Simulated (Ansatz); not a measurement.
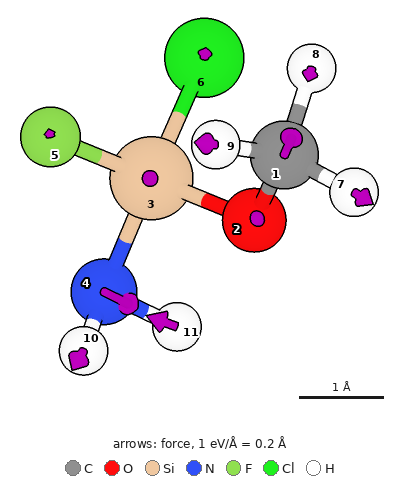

Starting geometry of CH$_{5}$ClFNOSi (coarse preliminary run) with the computed forces as purple arrows. A ball-and-stick model, seen from a free direction.

The start comes from a force field.

The calculation used RKS PBE-D4/def2-SVP (Ansatz 0.2.0).

Input
```yaml
crystal:
  periodic: [false, false, false]
  atoms:
    - {symbol: C, position_ang: [0.347400, -0.895100, -1.523800]}
    - {symbol: O, position_ang: [-0.307500, -0.672200, -0.265700]}
    - {symbol: Si, position_ang: [-0.070700, 0.754000, 0.516700]}
    - {symbol: N, position_ang: [-0.377700, 0.446600, 2.126900]}
    - {symbol: F, position_ang: [1.509000, 1.122100, 0.442900]}
    - {symbol: Cl, position_ang: [-1.229300, 2.188000, -0.294700]}
    - {symbol: H, position_ang: [0.046300, -1.839900, -1.901000]}
    - {symbol: H, position_ang: [-0.021900, -0.093600, -2.267000]}
    - {symbol: H, position_ang: [1.396500, -0.797500, -1.426100]}
    - {symbol: H, position_ang: [0.166700, -0.302900, 2.473100]}
    - {symbol: H, position_ang: [-1.393400, 0.033500, 2.139300]}
basis:
  gaussian: {orbitals: def2-SVP}
hamiltonian: {xc: pbe, dispersion: d4}
relax: {f_tol: 0.03, max_steps: 200}
```

Run as
```bash
ansatz run in.yaml --threads 4 --pin off --events-out ev --progress --plain --max-ram 10444MiB
```

What follows when this structure is relaxed?

It isn't relaxed: the largest force vector, on N4, is 4.21 eV/Å. The final displacements have little in common with the starting forces (cosine between the two patterns 0.29). The largest move after the best rigid fit is that of H11, 1.12 Å. Largest moves by element: H 1.12 Å, N 0.33 Å, O 0.21 Å, C 0.17 Å, Si 0.15 Å, Cl 0.11 Å. Near-neighbour distances that change, for instance: N4–H11 1.097 → 1.019 Å, Si3–Cl6 2.014 → 2.068 Å, C1–H7 1.061 → 1.108 Å, C1–H8 1.154 → 1.113 Å. Bond angles that change, for instance: Si3–N4–H11 104.5° → 122.0°, H10–N4–H11 102.7° → 113.7°, N4–Si3–F5 105.4° → 115.5°. The energy falls by 0.586 eV in 27 accepted moves (30 points after the start). Largest force component: 4.1 eV/Å at the start, 0.015 eV/Å at the end. The line search rejected the trial steps at points 3, 19, 23 of the run. The run took 45 s on 4 threads of Arm Neoverse V2, with other jobs on the host.
